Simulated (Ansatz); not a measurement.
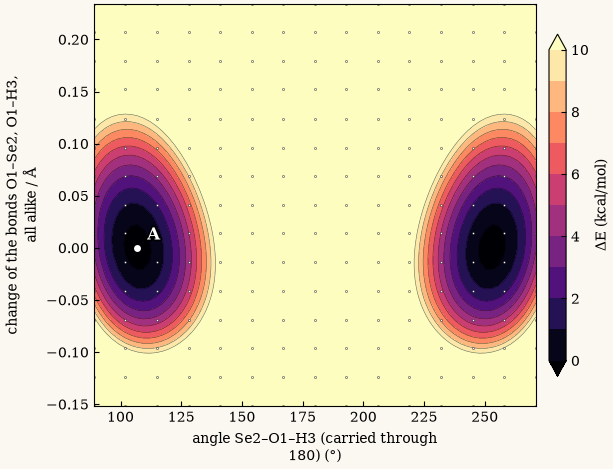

HOSe, SMILES O[Se], spin multiplicity 2. Coordinates scanned: (1) angle Se2–O1–H3 (carried through 180); (2) change of the bonds O1–Se2, O1–H3, all alike. Nothing is relaxed (all other coordinates rigid). The grid has 15 × 15 points; 120 points were computed and 105 follow by symmetry. Points are written as (first, second). Energies: kcal/mol, counted from the lowest grid point. Level of theory: UKS SPW92 (LDA)/def2-TZVP (Ansatz).

In the figure: filled contours, dots at the grid points, one colour for all values above the top of the scale, the well A. Between grid points the surface is interpolated.

### Estimate the position of the minimum and the force constants in these coordinates. Take the well at A.

The interpolated minimum is at the first coordinate ≈ 107°, the second coordinate ≈ 0.000 Å. The curvatures there are about 3.5 eV/rad² and 72 eV/Å², with a cross term of about 2.5 eV/(rad·Å). Round the minimum the valley is somewhat tilted: raising the first coordinate shifts the best value of the second coordinate downwards (coupling k₁₂/√(k₁₁k₂₂) about 0.2). (1 eV is 23.1 kcal/mol.)
